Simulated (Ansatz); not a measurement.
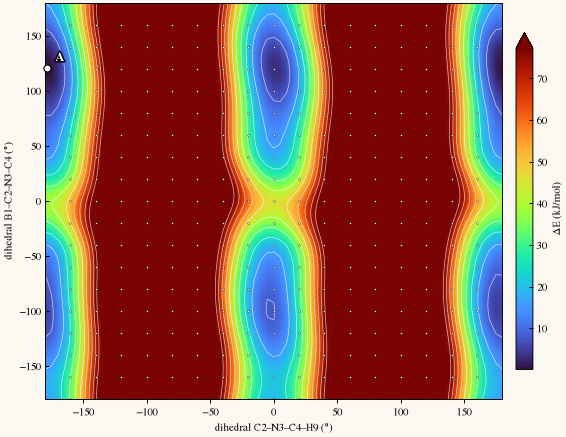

C2H6BN, SMILES BCN=C. Coordinates scanned: (1) dihedral C2–N3–C4–H9; (2) dihedral B1–C2–N3–C4. Nothing is relaxed (all other coordinates rigid). Grid: 18 × 18 points. Points are written as (first, second). Energies: kJ/mol, counted from the relaxed molecule at the same level. The dihedral twists a double bond; near 90° a spin-restricted reference is unreliable. All numbers below come from Ansatz 0.2.0, RKS PBE-D4/def2-TZVP.

Drawn: a smooth colour map with a few white contour lines, dots at the grid points, one colour for all values above the top of the scale, the well A. Between grid points the surface is interpolated.

Where is the minimum, and how stiff is the well along each coordinate? Take the well at A.

Answer. The interpolated minimum is at dihedral C2–N3–C4–H9 ≈ −178°, dihedral B1–C2–N3–C4 ≈ 121°. The curvatures there are about 2.8 eV/rad² and 0.48 eV/rad², with a cross term of about 0.25 eV/rad². Round the minimum the valley is somewhat tilted: raising dihedral C2–N3–C4–H9 shifts the best value of dihedral B1–C2–N3–C4 downwards (coupling k₁₂/√(k₁₁k₂₂) about 0.2). (1 eV is 96.5 kJ/mol.)
